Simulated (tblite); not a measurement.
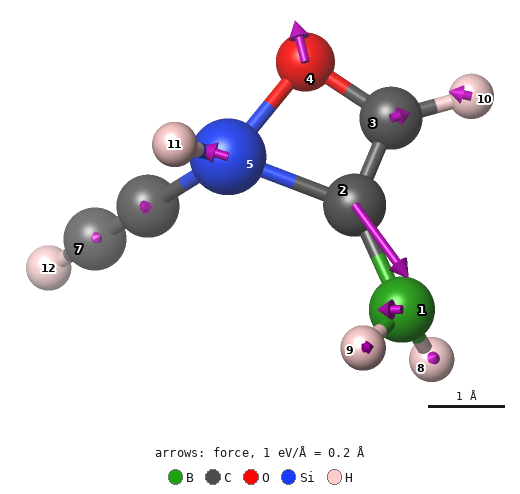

Starting geometry of C4H5BOSi with the computed forces as purple arrows. A ball-and-stick model, seen at a tilt.

Method: GFN2-xTB geometry optimisation, gas phase in tblite 0.8.0. 

Q: Is this structure relaxed? If not, where do the atoms go?

A: It isn't relaxed: the largest force vector, on a C atom, is 6.23 eV/Å. The final displacements have little in common with the starting forces (cosine between the two patterns 0.15). Over 90 geometry steps the energy falls by 0.835 eV. The largest move after the best rigid fit is that of an H atom, 1.32 Å. By element the largest moves are H 1.32 Å, C 0.26 Å, O 0.19 Å, B 0.15 Å, Si 0.12 Å. Some distances before and after: C–Si 1.796 → 1.901 Å, B–C 1.565 → 1.512 Å, C–C 1.307 → 1.358 Å, O–Si 1.698 → 1.748 Å. Bond angles that change, for instance: O–C–H 129.3° → 117.8°, B–C–Si 133.7° → 144.2°, O–Si–H 117.8° → 107.4°.
